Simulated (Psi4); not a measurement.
**Si2H4ClF (SMILES F[SiH]([SiH3])Cl) at PBE0/def2-SVP**

What is the energy change on altering one bond length of Si2H4ClF at PBE0/def2-SVP? 

The calculation is run with Psi4 1.11.

### 1 Starting point

Si2H4ClF has 8 atoms, charge 0, and is taken as a singlet. As SMILES, `F[SiH]([SiH3])Cl`. The shape is that of a PBE0-D4/def2-TZVP optimisation.

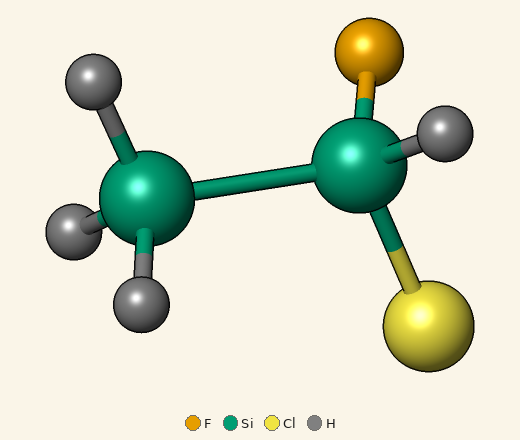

The structure, seen from a chosen angle (fluorine amber, silicon teal, chlorine yellow, hydrogen grey).

### 2 Energy and forces at PBE0/def2-SVP

clfh4si2.xyz

```xyz
8
ClFH4Si2
F     -1.329000     1.796800     0.161200
Si    -0.382900     0.812800    -0.667700
Si     0.539000    -0.793000     0.761300
Cl    -1.534100    -0.130100    -2.075900
H      0.596600     1.655400    -1.392300
H      1.355700    -0.131100     1.812300
H      1.403500    -1.693800    -0.044400
H     -0.556600    -1.574100     1.389600
```

clfh4si2.py

```python
import psi4

psi4.set_memory('2200 MB')
psi4.set_num_threads(1)
psi4.set_output_file('output.dat', False)

with open('clfh4si2.xyz') as f:
    atoms = ''.join(f.readlines()[2:])
geom = psi4.geometry('0 1\n' + atoms + 'symmetry c1')

psi4.set_options({
    'basis': 'def2-SVP',
    'puream': True,
    'e_convergence': 1e-09,
    'd_convergence': 1e-08,
    'scf_type': 'pk',
    'dft_radial_points': 99,
    'dft_spherical_points': 590,
})

energy_value = psi4.gradient('PBE0')
print('gradient / Eh bohr^-1')
print(energy_value.np.round(6))
```

Started as:

```console
$ python clfh4si2.py
```

output.dat:

```text
[...]
  Running in c1 symmetry.
[...]
  Nuclear repulsion =  276.204993495700592
[...]
  Multiplicity = 1
[...]
  Nalpha       = 29
  Nbeta        = 29
[...]
    Number of basis functions: 88
[...]
   @RKS iter   1: -1140.57081107134900   -3.40606e-01   4.24652e-03 DIIS/ADIIS
[...]
   @RKS iter  10: -1140.62830336761954   -1.20508e-11   7.20676e-09 DIIS
[...]
    Orbital Energies [Eh]
    ---------------------
    Doubly Occupied:
       1A   -101.683116     2A    -66.316552     3A    -66.246336
       4A    -24.773276     5A     -9.536230     6A     -7.274832
       7A     -7.269100     8A     -7.268658     9A     -5.404070
      10A     -5.344349    11A     -3.743603    12A     -3.741518
      13A     -3.738651    14A     -3.681175    15A     -3.680856
      16A     -3.680793    17A     -1.207591    18A     -0.857952
      19A     -0.599226    20A     -0.551327    21A     -0.480301
      22A     -0.474986    23A     -0.462951    24A     -0.396826
      25A     -0.380317    26A     -0.374923    27A     -0.364931
      28A     -0.350271    29A     -0.306984
[...]
  @RKS Final Energy: -1140.62830336761954
   => Energetics <=
    Nuclear Repulsion Energy =            276.2049934957005917
    One-Electron Energy =               -2129.6086476610867066
    Two-Electron Energy =                 774.4425393793807189
    DFT Exchange-Correlation Energy =     -61.6671885816140559
    Empirical Dispersion Energy =           0.0000000000000000
    VV10 Nonlocal Energy =                  0.0000000000000000
    Total Energy =                      -1140.6283033676195373
[...]
 Multipole Moments:
 ------------------------------------------------------------------------------------
     Multipole            Electronic (a.u.)      Nuclear  (a.u.)        Total (a.u.)
 ------------------------------------------------------------------------------------
 L = 1.  Multiply by 2.5417464519 to convert [e a0] to [Debye]
 Dipole X            :         -5.9273591            6.5030866            0.5757276
 Dipole Y            :          3.5036324           -3.6919599           -0.1883276
 Dipole Z            :         -4.3481001            4.5109509            0.1628508
 Magnitude           :                                                    0.6272558
[...]
  -Total Gradient:
     Atom            X                  Y                   Z
    ------   -----------------  -----------------  -----------------
       1        0.011331193271    -0.011453161712    -0.010635324710
       2       -0.012505445934     0.008879721269     0.006293050864
       3        0.001099562268    -0.001924406612     0.001568495973
       4        0.003412236423     0.003425916264     0.003763681986
       5       -0.002205099842    -0.001142501781     0.000739340010
       6       -0.001535081427    -0.001125953985    -0.002043903363
       7       -0.001681890630     0.001850174261     0.001474770610
       8        0.002061322147     0.001490207797    -0.001182303876
[...]
```

Standard output:

```text
gradient / Eh bohr^-1
[[ 0.011331 -0.011453 -0.010635]
 [-0.012505  0.00888   0.006293]
 [ 0.0011   -0.001924  0.001568]
 [ 0.003412  0.003426  0.003764]
 [-0.002205 -0.001143  0.000739]
 [-0.001535 -0.001126 -0.002044]
 [-0.001682  0.00185   0.001475]
 [ 0.002061  0.00149  -0.001182]]
```

It took 17 s on 1 thread of Intel Xeon Platinum 8488C (Sapphire Rapids), shared host; peak memory 1.1 GiB.

### 3 The distorted shape

clfh4si2.xyz

```xyz
8
ClFH4Si2
F     -1.475946     1.670392     0.269905
Si    -0.529846     0.686392    -0.558995
Si     0.392054    -0.919408     0.870005
Cl    -1.681046    -0.256508    -1.967195
H      0.596600     1.655400    -1.392300
H      1.208754    -0.257508     1.921005
H      1.256554    -1.820208     0.064305
H     -0.703546    -1.700508     1.498305
```

run.py

```python
import numpy as np
from ase.calculators.psi4 import Psi4
from ase.io import read

atoms = read('clfh4si2.xyz')
calc = Psi4(atoms=atoms, method='pbe0', basis='def2-SVP', memory='2200MB', num_threads=1, charge=0, multiplicity=1, label='clfh4si2')
calc.psi4.set_options({'puream': True, 'e_convergence': 1e-09, 'd_convergence': 1e-08, 'scf_type': 'pk', 'dft_radial_points': 99, 'dft_spherical_points': 590})
atoms.calc = calc

forces = atoms.get_forces()
print(f'energy: {atoms.get_potential_energy():.6f} eV')
print('forces / eV A^-1')
print(np.round(forces, 5))
```

Started as:

```console
$ python run.py
```

clfh4si2.dat:

```text
[...]
  Running in c1 symmetry.
[...]
  Nuclear repulsion =  275.122489820201224
[...]
  Multiplicity = 1
[...]
  Nalpha       = 29
  Nbeta        = 29
[...]
    Number of basis functions: 88
[...]
   @RKS iter   1: -1140.55866519237543   -3.81333e-01   4.26827e-03 DIIS/ADIIS
[...]
   @RKS iter  11: -1140.61681874513943   -6.82121e-13   1.93839e-09 DIIS
[...]
    Orbital Energies [Eh]
    ---------------------
    Doubly Occupied:
       1A   -101.686233     2A    -66.329813     3A    -66.250006
       4A    -24.777198     5A     -9.539289     6A     -7.277942
       7A     -7.272097     8A     -7.271722     9A     -5.413902
      10A     -5.347858    11A     -3.753477    12A     -3.751409
      13A     -3.748838    14A     -3.684803    15A     -3.684306
      16A     -3.684257    17A     -1.211037    18A     -0.860486
      19A     -0.598706    20A     -0.551504    21A     -0.478195
      22A     -0.475131    23A     -0.463478    24A     -0.390448
      25A     -0.382435    26A     -0.372592    27A     -0.367250
      28A     -0.350964    29A     -0.304638
[...]
  @RKS Final Energy: -1140.61681874513943
   => Energetics <=
    Nuclear Repulsion Energy =            275.1224898202012241
    One-Electron Energy =               -2127.2705564712819069
    Two-Electron Energy =                 773.1601348010956372
    DFT Exchange-Correlation Energy =     -61.6288868951542028
    Empirical Dispersion Energy =           0.0000000000000000
    VV10 Nonlocal Energy =                  0.0000000000000000
    Total Energy =                      -1140.6168187451391987
[...]
 Multipole Moments:
 ------------------------------------------------------------------------------------
     Multipole            Electronic (a.u.)      Nuclear  (a.u.)        Total (a.u.)
 ------------------------------------------------------------------------------------
 L = 1.  Multiply by 2.5417464519 to convert [e a0] to [Debye]
 Dipole X            :         -6.1367557            6.6383297            0.5015740
 Dipole Y            :          3.2835189           -3.5756193           -0.2921003
 Dipole Z            :         -4.1753092            4.4109033            0.2355941
 Magnitude           :                                                    0.6264213
[...]
  -Total Gradient:
     Atom            X                  Y                   Z
    ------   -----------------  -----------------  -----------------
       1        0.010188180735    -0.011238428287    -0.009409302307
       2       -0.043839419248    -0.018640007443     0.030220720952
       3       -0.000207685044    -0.001823612484     0.001346141816
       4        0.002794278178     0.002578710559     0.003337154387
       5        0.031424106744     0.027535180866    -0.024318870751
       6       -0.001288998854    -0.001273935985    -0.001823803906
       7       -0.001426660508     0.001598717576     0.001611779653
       8        0.002337224875     0.001259099078    -0.000982138518
[...]
```

Standard output:

```text
energy: -31037.764561 eV
forces / eV A^-1
[[-0.5239   0.5779   0.48385]
 [ 2.25431  0.95851 -1.55401]
 [ 0.01068  0.09377 -0.06922]
 [-0.14369 -0.1326  -0.1716 ]
 [-1.61589 -1.41592  1.25053]
 [ 0.06628  0.06551  0.09378]
 [ 0.07336 -0.08221 -0.08288]
 [-0.12018 -0.06475  0.0505 ]]
```

Wall time 19 s (1 thread of Intel Xeon Platinum 8488C (Sapphire Rapids), shared host); peak memory 1.1 GiB.

### 4 What came out

Level: PBE0/def2-SVP.

| quantity | value |
| --- | --- |
| first shape: total energy | -1140.62830 Eh |
| first shape: dipole moment | 1.59 D |
| first shape: HOMO energy | -8.35 eV |
| first shape: LUMO energy | -0.30 eV |
| first shape: HOMO–LUMO gap | 8.05 eV |
| first shape: largest force on an atom | 0.993 eV/Å |
| distorted shape: total energy | -1140.61682 Eh |
| distorted shape: dipole moment | 1.59 D |
| distorted shape: HOMO energy | -8.29 eV |
| distorted shape: LUMO energy | -0.39 eV |
| distorted shape: HOMO–LUMO gap | 7.90 eV |
| distorted shape: largest force on an atom | 2.901 eV/Å |
| energy change with the Si2–H5 bond stretched from 1.481 to 1.704 Å | 0.313 eV |

In words: With the Si2–H5 bond stretched from 1.481 to 1.704 Å the energy rises by 0.31 eV (7.2 kcal/mol). The first shape isn't relaxed at this level, so the change isn't measured from a minimum. The largest force (first shape) is 0.99 eV/Å: the shape isn't a stationary point for this species at this level.
